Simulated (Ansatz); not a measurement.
# F₂HNOSi₂ (charge +1, doublet): what the fields show

Input

```
crystal:
  periodic: [false, false, false]
  atoms:
    - symbol: F
      position_ang: [-1.163224, -3.616154, -0.201839]
    - symbol: F
      position_ang: [0.457546, 0.418226, 2.513035]
    - symbol: N
      position_ang: [0.740890, -1.458437, 0.158266]
    - symbol: O
      position_ang: [-1.510080, -1.109167, 1.019074]
    - symbol: Si
      position_ang: [-0.914321, -2.035222, -0.376198]
    - symbol: Si
      position_ang: [0.006170, -0.630553, 1.422062]
    - symbol: H
      position_ang: [1.698553, -1.590118, -0.192264]
basis:
  gaussian:
    orbitals: def2-TZVPD
magnetization:
  spin_polarized: true
  initial_magnetization: 1
total_charge: 1
output: {forces: true, orbitals: {seedname: orbitals}}
hamiltonian:
  xc: {name: PBE0}
```

Launched as:

```sh
ansatz run input.yaml --threads 2 --pin off --max-ram 4350MiB --events-out events.jsonl --progress --plain --runs-dir runs
```

Geometry: BLYP-D3(BJ)/def2-SVP.

Level of theory: Ansatz, isolated molecule in a Gaussian basis; Kohn-Sham density functional theory, functional PBE0.

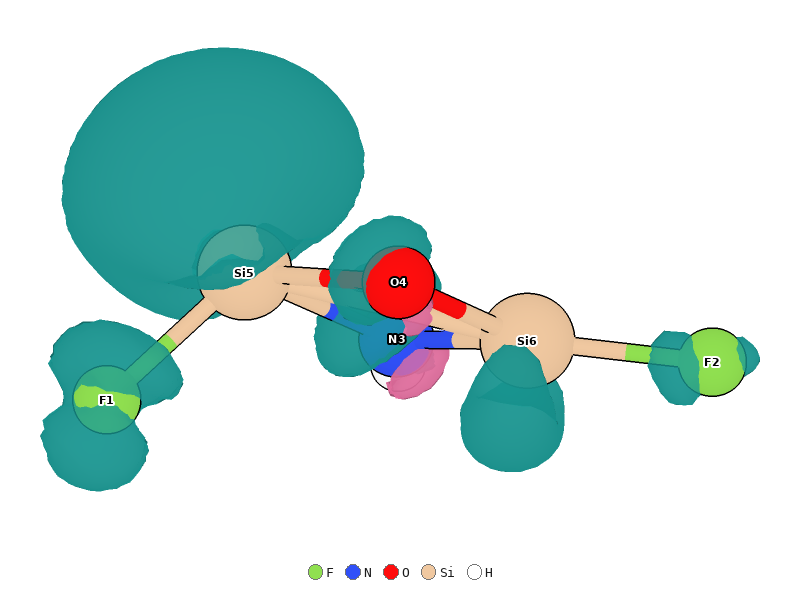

Figure 1. Isosurfaces of the spin density (α minus β) at +0.02 (teal) and −0.02 e/Å³ (pink), seen from one side.

> Which atoms carry the spin?

The unpaired spin (1 electron) lies mostly on Si5 (about 0.7), F1 (about 0.1) and Si6 (about 0.1), in electrons by Hirshfeld's partition.

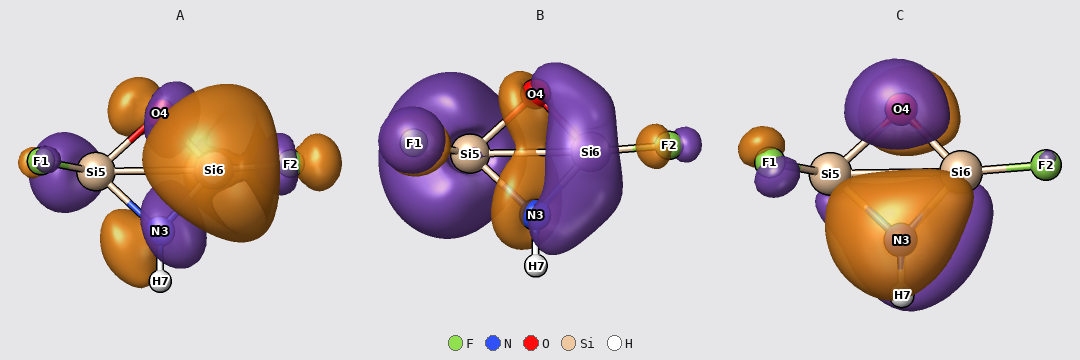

Figure 2. Three frontier orbitals at ±0.08 Å⁻³ᐟ² (orange and purple are the two phases), in no order.

> Which picture is the HOMO−1, the HOMO and the LUMO? All are α orbitals.

C is the HOMO−1 (α) (−15.09 eV). It lies mainly on N3 (about 55 %) and O4 (about 20 %); largely a combination of lone pairs on N3 and O4. B is the HOMO (α) (−13.25 eV). Its weight (Hirshfeld) is mainly on Si5 (about 65 %), F1 (about 10 %), N3 (about 10 %) and Si6 (about 10 %). A is the LUMO (α) (−8.02 eV). By Hirshfeld shares it lies mainly on Si6 (about 55 %), N3 (about 10 %), F2 (about 10 %), O4 (about 10 %) and Si5 (about 10 %).

> What is the gap between the highest occupied and lowest empty α orbitals?

5.23 eV between the orbital energies.

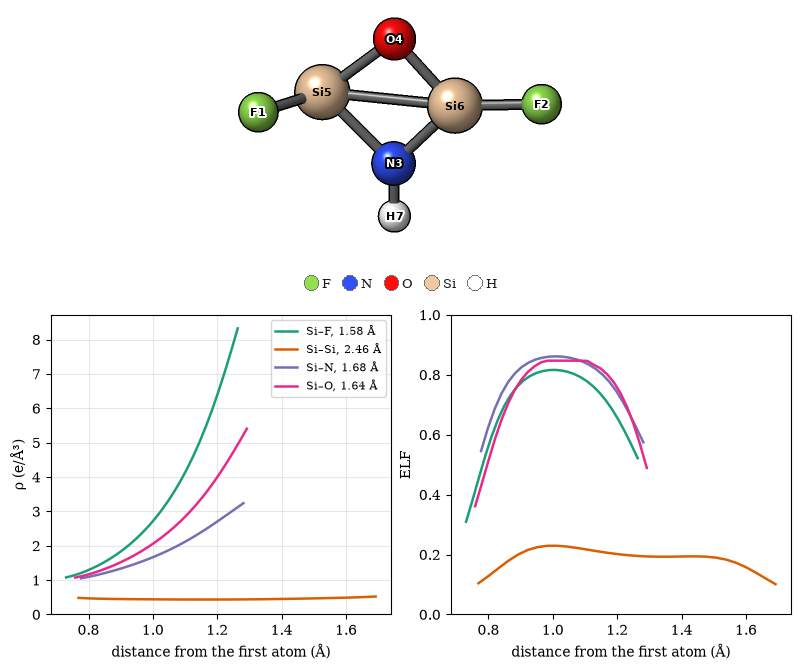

Figure 3. Total electron density and electron localisation function along straight lines between neighbouring atoms. The curves leave out the atomic cores. The structure is drawn too.

> Compare the contacts.

Si–F (1.58 Å): ρ is about 1.3 e/Å³ halfway; the ELF peaks at about 0.80 in the valence shell of F, 0.6 Å from its nucleus, and is about 0.55 at the midpoint.
Si–Si (2.46 Å): ρ is about 0.44 e/Å³ halfway; the ELF is about 0.20 at the midpoint.
Si–N (1.68 Å): ρ is about 1.2 e/Å³ halfway; the ELF peaks at about 0.85 between the atoms: a shared but strongly polarised pair.
Si–O (1.64 Å): the density is about 1.2 e/Å³ at the midpoint; the ELF peaks at about 0.85 between the atoms, as expected for a shared but strongly polarised pair.
